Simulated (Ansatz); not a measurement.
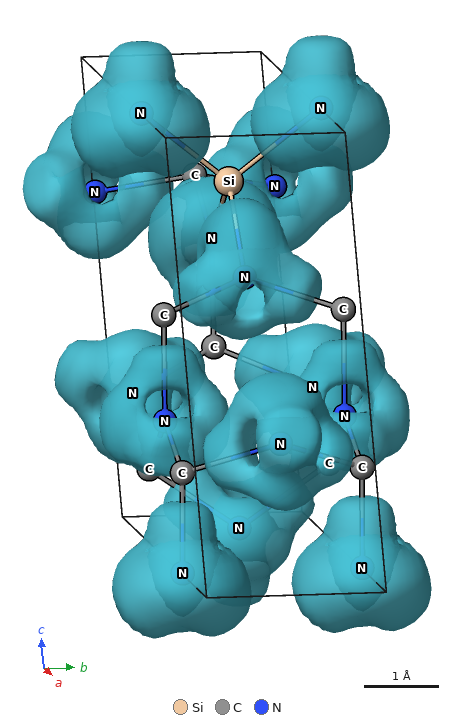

SiC$_{5}$N$_{8}$. Isosurface of the ELF at 0.7 (cyan), seen slightly off an axis. Only the valence region is drawn (cores and ρ < 0.01 e/Å³ removed). Sticks mark near contacts.

Space group Pm; a structure from a database of computed crystals, not necessarily the ambient phase; started from the beta-nitride host prototype, which need not be the ambient phase; not relaxed (largest force 0.3 eV/Å); computed pressure about −5 GPa in this cell.

These are results of DFT, HSE06, plane waves, PAW (Ansatz), not measurements.

Question: Where are the electrons localised?

Answer: The surface consists of eight regions on N in which the atom's valence shell and bonds are merged, counted in one cell of 14 atoms. Any copies at cell faces, edges or corners count once. Profiles from the grid: C–N (1.39 Å): the ELF peaks at about 0.90 between the atoms (a covalent bond). Si–N (1.62 Å): the ELF peaks at about 0.90 between the atoms.
